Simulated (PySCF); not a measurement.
# C7H14N2Si: what the fields show

```yaml
atoms:
  - { symbol: C, position_ang: [-1.4512, 1.6615, 2.4043] }
  - { symbol: C, position_ang: [-1.3915, 1.1155, 1.3406] }
  - { symbol: C, position_ang: [-1.2904, 0.4325, 0.0628] }
  - { symbol: C, position_ang: [-2.6117, -0.2671, -0.2918] }
  - { symbol: N, position_ang: [-2.2687, -1.3058, -1.2364] }
  - { symbol: Si, position_ang: [-0.6851, -1.9189, -0.9516] }
  - { symbol: N, position_ang: [-0.2794, -0.6127, 0.0854] }
  - { symbol: C, position_ang: [1.0508, -0.2434, 0.4806] }
  - { symbol: C, position_ang: [1.8010, 0.6022, -0.5553] }
  - { symbol: C, position_ang: [3.2295, 0.8873, -0.1122] }
  - { symbol: H, position_ang: [-1.5188, 2.1504, 3.3303] }
  - { symbol: H, position_ang: [-1.0614, 1.1824, -0.7131] }
  - { symbol: H, position_ang: [-3.3168, 0.4421, -0.7382] }
  - { symbol: H, position_ang: [-3.0640, -0.6721, 0.6246] }
  - { symbol: H, position_ang: [-3.0455, -1.8898, -1.4955] }
  - { symbol: H, position_ang: [-0.0391, -2.0123, -2.2658] }
  - { symbol: H, position_ang: [-0.5146, -3.1534, -0.1765] }
  - { symbol: H, position_ang: [1.0037, 0.3056, 1.4293] }
  - { symbol: H, position_ang: [1.6036, -1.1715, 0.6498] }
  - { symbol: H, position_ang: [1.2733, 1.5468, -0.7016] }
  - { symbol: H, position_ang: [1.8038, 0.0647, -1.5059] }
  - { symbol: H, position_ang: [3.7505, 1.4850, -0.8566] }
  - { symbol: H, position_ang: [3.7776, -0.0417, 0.0294] }
  - { symbol: H, position_ang: [3.2326, 1.4325, 0.8292] }
```

Geometry: GFN2-xTB.

Theory: PBE0/pcSseg-1, SCF density, gas phase, non-relativistic in PySCF 2.14.0.

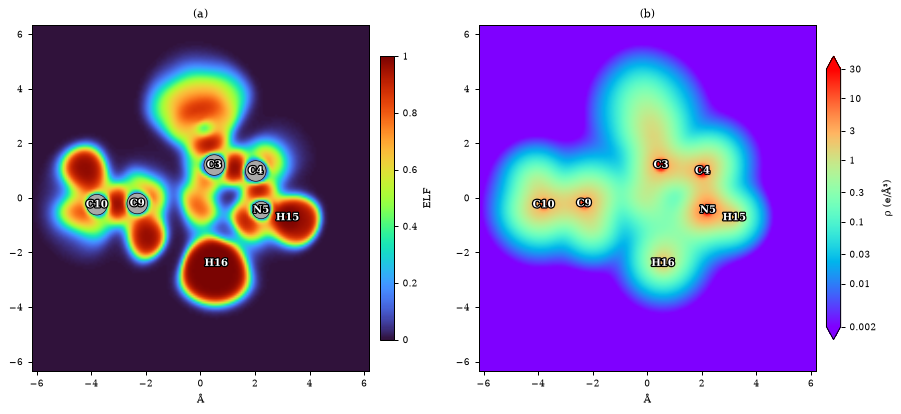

Figure 1. (a) ELF; (b) total electron density on the plane of atoms C3, C4 and N5. Grey discs cover the atomic cores in the ELF map.

What do the fields say about this system?

Atoms in the plane: C, N and H.
C–N (1.45 Å): the density is about 1.9 e/Å³ at the midpoint; the ELF peaks at about 0.90 between the atoms: a shared electron pair.
N–H (1.01 Å): the density is about 2.8 e/Å³ at the midpoint; the ELF climbs to about 1 towards the hydrogen, as it does in any bond to H (a covalent bond by its length).

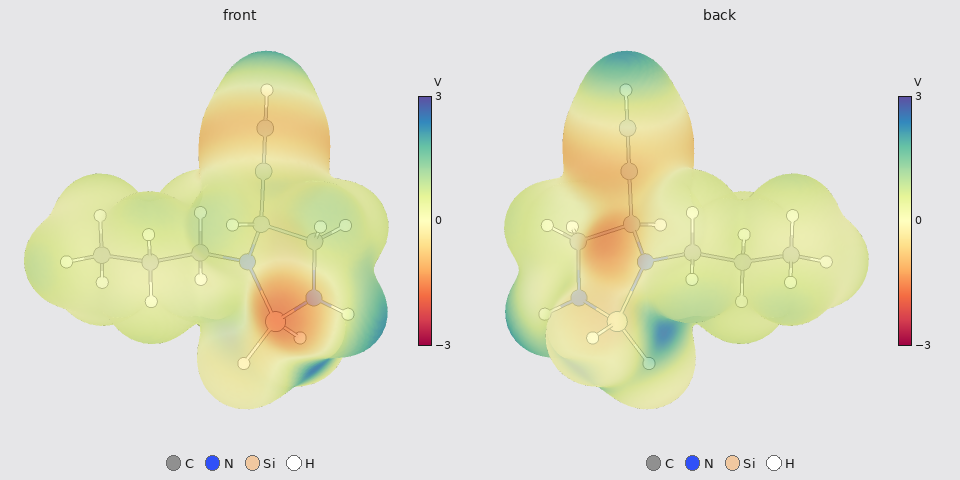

Figure 2. The electrostatic potential painted on the density surface at 0.004 e/bohr³, seen from the front and from behind; red is negative and blue positive.

Which sites attract a positive test charge, and which a negative one?

A positive charge is drawn to the negative regions and a negative charge to the positive ones. The most negative region (about −1.5 V, or −35 kcal/mol for a unit charge) lies over N5, the most positive (about +2.3 V, or +53 kcal/mol for a unit charge) over Si6. N5 is the likeliest acceptor of a hydrogen bond.

How polar is the molecule by this calculation?

Its dipole moment is 0.41 D.
